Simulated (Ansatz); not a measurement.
# AlCl₄−: one molecule under many settings

Aim: run AlCl₄− under a spread of inputs, and see what each costs and gives.

Method: the settings change from run to run; program: Ansatz 0.2.0, Gaussian basis.

### Step 1. The molecule

An earlier PBE0-D4 in a triple-zeta def2 set relaxation fixed the geometry.

SMILES `[Cl][Al-]([Cl])([Cl])[Cl]`, 5 atoms, charge -1, spin multiplicity 1.

Atoms are counted from 1 here; the program's logs count them from 0.

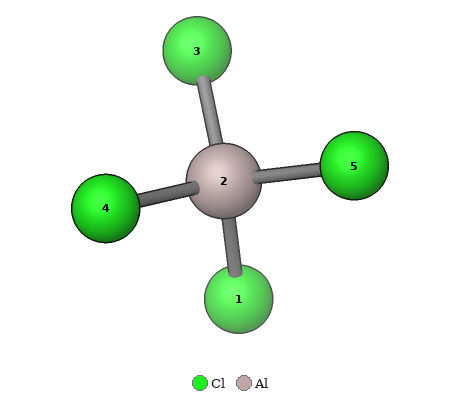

The geometry (chlorine green, aluminium light grey); atoms are numbered from 1 in the order of the file.

### Step 2. CAM-B3LYP/cc-pVDZ

This run has charge 0, multiplicity 2, coordinates scaled by 1.12, density fitting with cc-pVTZ-jkfit.

in.yaml

```yaml
crystal:
  periodic: [false, false, false]
  atoms:
    - {symbol: Cl, position_ang: [-1.113419, -0.107728, 2.139087]}
    - {symbol: Al, position_ang: [0.000002, 0.000005, 0.000001]}
    - {symbol: Cl, position_ang: [1.876502, -1.518447, -0.007749]}
    - {symbol: Cl, position_ang: [-1.547138, -0.623909, -1.744731]}
    - {symbol: Cl, position_ang: [0.784042, 2.250078, -0.386608]}
basis:
  gaussian: {orbitals: cc-pVDZ, fitting: {mean_field: cc-pVTZ-jkfit}}
magnetization: {spin_polarized: true, initial_magnetization: 1}
hamiltonian: {xc: {name: CAM-B3LYP}}
output: {forces: true}
```

Run with:

```sh
$ ansatz run in.yaml --threads 2 --pin off --events-out ev --progress --plain --max-ram 32768MiB --backend cpu
```

Log, cut to the lines that bear on the results:

```text
Functional definition: CAM-B3LYP
  name "CAM-B3LYP"
  cite "Yanai, Tew & Handy, Chem. Phys. Lett. 393, 51 (2004) doi:10.1016/j.cplett.2004.06.011"
  cite "Iikura, Tsuneda, Yanai & Hirao, J. Chem. Phys. 115, 3540 (2001) doi:10.1063/1.1383587"
  cite "Becke, Phys. Rev. A 38, 3098 (1988) doi:10.1103/PhysRevA.38.3098"
  cite "Lee, Yang & Parr, Phys. Rev. B 37, 785 (1988) doi:10.1103/PhysRevB.37.785"
  cite "Vosko, Wilk & Nusair, Can. J. Phys. 58, 1200 (1980) doi:10.1139/p80-159"
[...]
  # Exact exchange under (alpha + beta erf(omega r))/r, Becke's under what is left of 1/r.
[...]
605 factors; integrals over basis functions are off by at most 6.1e-2 eV
605 factors; integrals over basis functions are off by at most 6.0e-7 eV
[...]
mean field -56692.24632592 eV, -2083.4016250929 hartree, gradient 6.8e-8 eV, S^2 0.755583; 5 other end points of the search recorded, 0 dependent functions left out
[...]
reference -56692.24645713 eV, -2083.4016299146 hartree; 41, 40 occupied and 49, 50 virtual orbitals, 605 factors
Total energy: -56692.24645713 eV, -2083.4016299146 hartree
Atom 0 at    -1.113419    -0.107728     2.139087 Å, force     1.140034     0.122402    -2.069810 eV/Å
Atom 1 at     0.000002     0.000005     0.000001 Å, force    -0.000016     0.000062    -0.000006 eV/Å
Atom 2 at     1.876502    -1.518447    -0.007749 Å, force    -1.874808     1.443454     0.017525 eV/Å
Atom 3 at    -1.547138    -0.623909    -1.744731 Å, force     1.557670     0.619438     1.669951 eV/Å
Atom 4 at     0.784042     2.250078    -0.386608 Å, force    -0.822880    -2.185355     0.382341 eV/Å
Dipole moment:     0.000001    -0.000028     0.000004 e Å
```

It took 54 s on 2 threads, shared host.

Largest force 2.366 eV/Å, dipole 0.00 D, ⟨S²⟩ 0.756.

### Step 3. BLYP/cc-pVTZ

Options: D3(BJ) with three-body dispersion.

in.yaml

```yaml
crystal:
  periodic: [false, false, false]
  atoms:
    - {symbol: Cl, position_ang: [-0.994124, -0.096185, 1.909899]}
    - {symbol: Al, position_ang: [0.000002, 0.000005, 0.000001]}
    - {symbol: Cl, position_ang: [1.675448, -1.355756, -0.006918]}
    - {symbol: Cl, position_ang: [-1.381374, -0.557062, -1.557795]}
    - {symbol: Cl, position_ang: [0.700038, 2.008999, -0.345186]}
basis:
  gaussian: {orbitals: cc-pVTZ}
total_charge: -1
hamiltonian: {xc: {name: BLYP}, dispersion: d3bjatm}
output: {forces: true}
```

The command is unchanged.

Log, cut to the lines that bear on the results:

```text
Functional definition: BLYP
  name "BLYP"
  cite "Becke, Phys. Rev. A 38, 3098 (1988) doi:10.1103/PhysRevA.38.3098"
  cite "Lee, Yang & Parr, Phys. Rev. B 37, 785 (1988) doi:10.1103/PhysRevB.37.785"
[...]
1365 factors; their error is unknown
[...]
mean field -56700.20150635 eV, -2083.6939725815 hartree, gradient 5.5e-5 eV, S^2 0.000000; 0 other end points of the search recorded, 0 dependent functions left out
[...]
reference -56700.20186165 eV, -2083.6939856385 hartree; 41, 41 occupied and 129, 129 virtual orbitals, 1365 factors
Total energy: -56700.68517314 eV, -2083.7117470079 hartree
Atom 0 at    -0.994124    -0.096185     1.909899 Å, force    -0.221445    -0.021411     0.425461 eV/Å
Atom 1 at     0.000002     0.000005     0.000001 Å, force    -0.000002    -0.000005     0.000001 eV/Å
Atom 2 at     1.675448    -1.355756    -0.006918 Å, force     0.373226    -0.301982    -0.001545 eV/Å
Atom 3 at    -1.381374    -0.557062    -1.557795 Å, force    -0.307713    -0.124080    -0.347031 eV/Å
Atom 4 at     0.700038     2.008999    -0.345186 Å, force     0.155934     0.447478    -0.076886 eV/Å
Dipole moment:     0.000004     0.000005    -0.000001 e Å
```

Run time: 4.9 s. Hardware: 2 threads, shared host.

Largest force 0.480 eV/Å.

### Step 4. wB97M-V/STO-3G

Options: multiplicity 3, finite nuclei, high accuracy.

in.yaml, as its differences from that of step 3:

```diff
@@ -9,5 +9,6 @@
 basis:
-  gaussian: {orbitals: cc-pVTZ}
+  gaussian: {orbitals: STO-3G, nuclear_model: gaussian}
 total_charge: -1
-hamiltonian: {xc: {name: BLYP}, dispersion: d3bjatm}
-output: {forces: true}
+magnetization: {spin_polarized: true, initial_magnetization: 2}
+hamiltonian: {xc: {name: wB97M-V}}
+accuracy: high
```

The command is unchanged.

Log, cut to the lines that bear on the results:

```text
Functional definition: wB97M-V
  name "wB97M-V"
  cite "Mardirossian & Head-Gordon, J. Chem. Phys. 144, 214110 (2016) doi:10.1063/1.4952647"
  cite "Becke, J. Chem. Phys. 107, 8554 (1997) doi:10.1063/1.475007"
  cite "Vydrov & Van Voorhis, J. Chem. Phys. 133, 244103 (2010) doi:10.1063/1.3521275"
  # Of w^i u^j: cxij and so on, Table III.
[...]
  gx(w, u) = 1 - cx + cx01*u + cx10*w
  gss(w, u) = css00 + css04*u^4 + css10*w + css20*w^2 + css43*w^4*u^3
  gos(w, u) = cos00 + cos10*w + (cos20 + cos21*u)*w^2 + (cos60 + cos61*u)*w^6
[...]
      + integral(e_c_pw_mod_opposite_spin*gos(b97_w_opposite, b97_u_opposite)) + vv10(b, c)
885 factors; integrals over basis functions are off by at most 5.7e-9 eV
241 factors; integrals over basis functions are off by at most 6.3e-10 eV
[...]
mean field -56069.36024274 eV, -2060.5109837434 hartree, gradient 6.3e-8 eV, S^2 2.000458; 5 other end points of the search recorded, 0 dependent functions left out
reference -56069.36024502 eV, -2060.5109838273 hartree; 42, 40 occupied and 3, 5 virtual orbitals, 885 factors
Total energy: -56069.36024502 eV, -2060.5109838273 hartree
```

It took 1.7 min on 2 threads, shared host; peak memory 0.98 GiB.

⟨S²⟩ 2.000.

### Step 5. SVWN5/cc-pVTZ-DK

This run has atoms shaken by 0.15 Å, high accuracy.

in.yaml

```yaml
crystal:
  periodic: [false, false, false]
  atoms:
    - {symbol: Cl, position_ang: [-0.895212, -0.389997, 1.874978]}
    - {symbol: Al, position_ang: [-0.237154, 0.003246, -0.028036]}
    - {symbol: Cl, position_ang: [1.724496, -1.503437, -0.258289]}
    - {symbol: Cl, position_ang: [-1.668070, -0.720526, -1.547554]}
    - {symbol: Cl, position_ang: [0.491343, 1.910445, -0.435582]}
basis:
  gaussian: {orbitals: cc-pVTZ-DK}
total_charge: -1
hamiltonian: {xc: {name: SVWN5}}
accuracy: high
```

Same command.

Log:

```text
Functional definition: SVWN5
  name "SVWN5"
  cite "Dirac, Proc. Camb. Phil. Soc. 26, 376 (1930) doi:10.1017/S0305004100016108"
  cite "Slater, Phys. Rev. 81, 385 (1951) doi:10.1103/PhysRev.81.385"
  cite "Vosko, Wilk & Nusair, Can. J. Phys. 58, 1200 (1980) doi:10.1139/p80-159"
  exchange = slater_x
  correlation = vwn5_c
2698 factors; integrals over basis functions are off by at most 3.4e-9 eV
mean field evaluation 1: about -56674.5785 eV, gradient 1.4e1 eV
mean field evaluation 2: about -56673.9604 eV, gradient 2.0e1 eV
mean field evaluation 4: about -56675.0048 eV, gradient 1.3e0 eV
mean field evaluation 8: about -56675.0044 eV, gradient 6.0e-2 eV
mean field evaluation 16: about -56675.0044 eV, gradient 1.1e-5 eV
mean field -56675.00437344 eV, -2082.7679950261 hartree, gradient 3.1e-8 eV, S^2 0.000000; 0 other end points of the search recorded, 0 dependent functions left out
reference -56675.00437665 eV, -2082.7679951443 hartree; 41, 41 occupied and 129, 129 virtual orbitals, 2698 factors
Total energy: -56675.00437665 eV, -2082.7679951443 hartree
Relativity: scalar
```

It took 11 s on 2 threads, shared host; peak memory 0.64 GiB.

### Step 6. B3LYP/cc-pVDZ

Set apart from the defaults: D4 dispersion, high accuracy, the search for lower states set to off.

in.yaml

```yaml
crystal:
  periodic: [false, false, false]
  atoms:
    - {symbol: Cl, position_ang: [-0.994124, -0.096185, 1.909899]}
    - {symbol: Al, position_ang: [0.000002, 0.000005, 0.000001]}
    - {symbol: Cl, position_ang: [1.675448, -1.355756, -0.006918]}
    - {symbol: Cl, position_ang: [-1.381374, -0.557062, -1.557795]}
    - {symbol: Cl, position_ang: [0.700038, 2.008999, -0.345186]}
basis:
  gaussian: {orbitals: cc-pVDZ}
total_charge: -1
hamiltonian: {xc: {name: B3LYP}, dispersion: d4}
accuracy: high
scf: {lower_state_search: off}
```

Same command.

Log, cut to the lines that bear on the results:

```text
Functional definition: B3LYP
  name "B3LYP"
  cite "Stephens, Devlin, Chabalowski & Frisch, J. Phys. Chem. 98, 11623 (1994) doi:10.1021/j100096a001"
  cite "Becke, Phys. Rev. A 38, 3098 (1988) doi:10.1103/PhysRevA.38.3098"
  cite "Lee, Yang & Parr, Phys. Rev. B 37, 785 (1988) doi:10.1103/PhysRevB.37.785"
  cite "Vosko, Wilk & Nusair, Can. J. Phys. 58, 1200 (1980) doi:10.1139/p80-159"
[...]
1998 factors; integrals over basis functions are off by at most 3.1e-9 eV
[...]
mean field -56700.49105305 eV, -2083.7046132264 hartree, gradient 3.9e-8 eV, S^2 0.000000; 0 other end points of the search recorded, 0 dependent functions left out
reference -56700.49109444 eV, -2083.7046147474 hartree; 41, 41 occupied and 49, 49 virtual orbitals, 1998 factors
Total energy: -56700.88411806 eV, -2083.7190580990 hartree
Checks for a lower state left out: stability, starts, cluster_reference, orbital_swaps, neighbouring_geometries, increment
```

Wall time 6.5 s (2 threads, shared host).

### Step 7. PBE0/6-31G

Options: multiplicity 3, a grid of angular degree 47.

in.yaml, as its differences from that of step 6:

```diff
@@ -9,6 +9,5 @@
 basis:
-  gaussian: {orbitals: cc-pVDZ}
+  gaussian: {orbitals: 6-31G, final_grid: {core_spheres: 20, valence_spheres: 16, degree: 47}}
 total_charge: -1
-hamiltonian: {xc: {name: B3LYP}, dispersion: d4}
-accuracy: high
-scf: {lower_state_search: off}
+magnetization: {spin_polarized: true, initial_magnetization: 2}
+hamiltonian: {xc: {name: PBE0}}
```

Launched as before.

Log, cut to the lines that bear on the results:

```text
Functional definition: PBE0
  name "PBE0"
  cite "Adamo & Barone, J. Chem. Phys. 110, 6158 (1999) doi:10.1063/1.478522"
  cite "Perdew, Burke & Ernzerhof, Phys. Rev. Lett. 77, 3865 (1996) doi:10.1103/PhysRevLett.77.3865"
  parent pbe
[...]
698 factors; integrals over basis functions are off by at most 5.3e-5 eV
[...]
mean field -56666.70627588 eV, -2082.4630455657 hartree, gradient 3.4e-6 eV, S^2 2.002253; 14 other end points of the search recorded, 0 dependent functions left out
reference -56666.70630779 eV, -2082.4630467383 hartree; 42, 40 occupied and 23, 25 virtual orbitals, 698 factors
Total energy: -56666.70630779 eV, -2082.4630467383 hartree
```

Run time: 61 s. Hardware: 2 threads, shared host.

⟨S²⟩ 2.002.

### Step 8. revPBE0/def2-mTZVPP

Options: atoms shaken by 0.08 Å.

in.yaml

```yaml
crystal:
  periodic: [false, false, false]
  atoms:
    - {symbol: Cl, position_ang: [-1.049565, -0.078375, 2.003705]}
    - {symbol: Al, position_ang: [-0.090796, -0.008717, -0.063775]}
    - {symbol: Cl, position_ang: [1.812667, -1.298580, -0.004083]}
    - {symbol: Cl, position_ang: [-1.363546, -0.504857, -1.515428]}
    - {symbol: Cl, position_ang: [0.724035, 1.961898, -0.364587]}
basis:
  gaussian: {orbitals: def2-mTZVPP}
total_charge: -1
hamiltonian: {xc: {name: revPBE0}}
output: {forces: true}
```

Launched as before.

Log, cut to the lines that bear on the results:

```text
Functional definition: revPBE0
  name "revPBE0"
  cite "Zhang & Yang, Phys. Rev. Lett. 80, 890 (1998) doi:10.1103/PhysRevLett.80.890"
  cite "Adamo & Barone, J. Chem. Phys. 110, 6158 (1999) doi:10.1063/1.478522"
  cite "Perdew, Burke & Ernzerhof, Phys. Rev. Lett. 77, 3865 (1996) doi:10.1103/PhysRevLett.77.3865"
[...]
1156 factors; integrals over basis functions are off by at most 7.3e-4 eV
[...]
mean field -56689.73926510 eV, -2083.3094923070 hartree, gradient 2.3e-5 eV, S^2 0.000000; 0 other end points of the search recorded, 0 dependent functions left out
[...]
reference -56689.73930082 eV, -2083.3094936197 hartree; 41, 41 occupied and 89, 89 virtual orbitals, 1156 factors
Total energy: -56689.73930082 eV, -2083.3094936197 hartree
Atom 0 at    -1.049565    -0.078375     2.003705 Å, force     0.346934    -0.043736    -0.940168 eV/Å
Atom 1 at    -0.090796    -0.008717    -0.063775 Å, force     2.593240     0.198775     3.098686 eV/Å
Atom 2 at     1.812667    -1.298580    -0.004083 Å, force    -1.000383     0.360195    -0.047418 eV/Å
Atom 3 at    -1.363546    -0.504857    -1.515428 Å, force    -1.882473    -0.852416    -2.067726 eV/Å
Atom 4 at     0.724035     1.961898    -0.364587 Å, force    -0.057318     0.337183    -0.043374 eV/Å
Dipole moment:    -0.242723     0.009923    -0.258978 e Å
```

Run time: 6 s. Hardware: 2 threads, shared host.

Largest force 4.046 eV/Å.

### Step 9. B3LYP/x2c-TZVPPall

Options: a grid of angular degree 23, D4 dispersion.

in.yaml

```yaml
crystal:
  periodic: [false, false, false]
  atoms:
    - {symbol: Cl, position_ang: [-0.994124, -0.096185, 1.909899]}
    - {symbol: Al, position_ang: [0.000002, 0.000005, 0.000001]}
    - {symbol: Cl, position_ang: [1.675448, -1.355756, -0.006918]}
    - {symbol: Cl, position_ang: [-1.381374, -0.557062, -1.557795]}
    - {symbol: Cl, position_ang: [0.700038, 2.008999, -0.345186]}
basis:
  gaussian: {orbitals: x2c-TZVPPall, final_grid: {core_spheres: 8, valence_spheres: 7, degree: 23}}
total_charge: -1
hamiltonian: {xc: {name: B3LYP}, dispersion: d4}
output: {forces: true}
```

Launched as before.

Log, cut to the lines that bear on the results:

```text
Functional definition: B3LYP
  name "B3LYP"
  cite "Stephens, Devlin, Chabalowski & Frisch, J. Phys. Chem. 98, 11623 (1994) doi:10.1021/j100096a001"
  cite "Becke, Phys. Rev. A 38, 3098 (1988) doi:10.1103/PhysRevA.38.3098"
  cite "Lee, Yang & Parr, Phys. Rev. B 37, 785 (1988) doi:10.1103/PhysRevB.37.785"
  cite "Vosko, Wilk & Nusair, Can. J. Phys. 58, 1200 (1980) doi:10.1139/p80-159"
[...]
1474 factors; their error is unknown
[...]
mean field -56868.88275184 eV, -2089.8928940171 hartree, gradient 3.4e-6 eV, S^2 0.000000; 0 other end points of the search recorded, 0 dependent functions left out
[...]
reference -56868.88308910 eV, -2089.8929064111 hartree; 41, 41 occupied and 169, 169 virtual orbitals, 1474 factors
Total energy: -56869.27611272 eV, -2089.9073497627 hartree
Relativity: scalar
Atom 0 at    -0.994124    -0.096185     1.909899 Å, force    -0.061065    -0.005893     0.117339 eV/Å
Atom 1 at     0.000002     0.000005     0.000001 Å, force    -0.000005    -0.000009     0.000002 eV/Å
Atom 2 at     1.675448    -1.355756    -0.006918 Å, force     0.102929    -0.083260    -0.000429 eV/Å
Atom 3 at    -1.381374    -0.557062    -1.557795 Å, force    -0.084857    -0.034209    -0.095714 eV/Å
Atom 4 at     0.700038     2.008999    -0.345186 Å, force     0.042998     0.123371    -0.021198 eV/Å
Dipole moment:     0.000003     0.000004    -0.000001 e Å
```

Run time: 9 s. Hardware: 2 threads, shared host; peak memory 0.74 GiB.

Largest force 0.132 eV/Å.

### Step 10. B97/x2c-TZVPPall

Options: high accuracy.

in.yaml, as its differences from that of step 9:

```diff
@@ -9,5 +9,5 @@
 basis:
-  gaussian: {orbitals: x2c-TZVPPall, final_grid: {core_spheres: 8, valence_spheres: 7, degree: 23}}
+  gaussian: {orbitals: x2c-TZVPPall}
 total_charge: -1
-hamiltonian: {xc: {name: B3LYP}, dispersion: d4}
-output: {forces: true}
+hamiltonian: {xc: {name: B97}}
+accuracy: high
```

The command is unchanged.

Log, cut to the lines that bear on the results:

```text
Functional definition: B97
  name "B97"
  cite "Becke, J. Chem. Phys. 107, 8554 (1997) doi:10.1063/1.475007"
[...]
      + integral(e_c_pw_opposite_spin*poly(b97_u_opposite, cos0, cos1, cos2))
3175 factors; integrals over basis functions are off by at most 2.3e-8 eV
[...]
mean field -56859.01146118 eV, -2089.5301307760 hartree, gradient 1.2e-8 eV, S^2 0.000000; 0 other end points of the search recorded, 0 dependent functions left out
reference -56859.01146326 eV, -2089.5301308525 hartree; 41, 41 occupied and 169, 169 virtual orbitals, 3175 factors
Total energy: -56859.01146326 eV, -2089.5301308525 hartree
Relativity: scalar
```

It took 37 s on 2 threads, shared host; peak memory 1.3 GiB.

### Step 11. The runs in one table

```csv
level,charge,multiplicity,geometry,functions,energy (eV),time
CAM-B3LYP/cc-pVDZ,0,2,scaled,90,-56692.246,54 s
BLYP/cc-pVTZ,-1,1,relaxed,170,-56700.685,4.9 s
wB97M-V/STO-3G,-1,3,relaxed,45,-56069.360,1.7 min
SVWN5/cc-pVTZ-DK,-1,1,shaken,170,-56675.004,11 s
B3LYP/cc-pVDZ,-1,1,relaxed,90,-56700.884,6.5 s
PBE0/6-31G,-1,3,relaxed,65,-56666.706,61 s
revPBE0/def2-mTZVPP,-1,1,shaken,130,-56689.739,6 s
B3LYP/x2c-TZVPPall,-1,1,relaxed,210,-56869.276,9 s
B97/x2c-TZVPPall,-1,1,relaxed,210,-56859.011,37 s
```

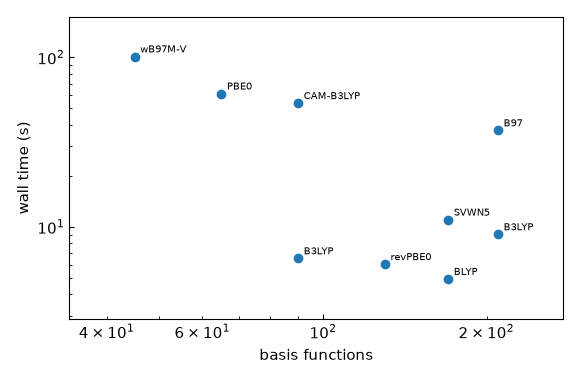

Wall time against the number of basis functions (shared host).

### Step 12. Results

| quantity | value |
| --- | --- |
| runs | 9 |
| quickest | BLYP/cc-pVTZ, 4.9 s |
| slowest | wB97M-V/STO-3G, 1.7 min |
| spread of total energies, same state and geometry | 168.6 eV |

**Reading.** wB97M-V/STO-3G took 21 times as long as BLYP/cc-pVTZ. The jobs differ in tasks and options as well as level. Total energies at one charge and spin differ by 169 eV between levels, so only differences within one level mean anything. Some of these runs are scalar-relativistic and others not, which shifts the totals of all-electron atoms past neon by eV; core potentials, where a basis has them, take the core out of the total altogether. At the PBE0-D4/def2-TZVPD geometry and in the same state, runs without warnings or point charges leave forces up to 0.48 eV/Å (BLYP/cc-pVTZ), against 4.0 eV/Å where the atoms were moved.
